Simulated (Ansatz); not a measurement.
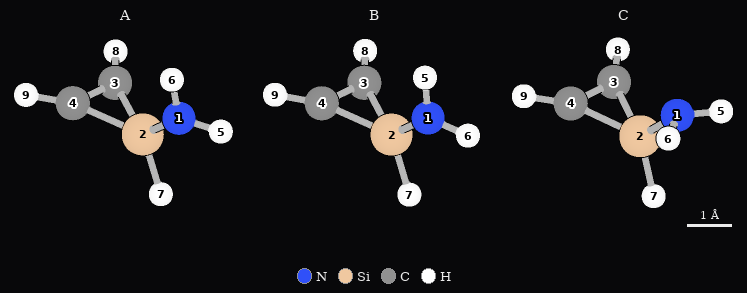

3 geometries from a converged minimum-energy path of C$_{2}$H$_{5}$NSi, shuffled. The picture is a ball-and-stick view, seen from a free direction.

Theory: Ansatz 0.2.0, RKS PBE-D4/def2-SVP. Set-up: 5 movable images; climbing image; force threshold 0.05 eV/Å; iteration limit 60; starting path through a guess of the saddle point.

### Which frame is the transition state?

C. In order along the path, whose images run from 0 to 6: A (image 1, +0.3 kJ/mol), C (image 3, +10.9 kJ/mol), B (image 6, 0.0 kJ/mol). The motion is a rotation about the N1–Si2 bond by about 205°. No bond forms or breaks between the ends. Among the angles between lasting bonds that change up to the highest image: N1–Si2–H7 106.2° → 115.2°, N1–Si2–C4 126.3° → 120.6°.
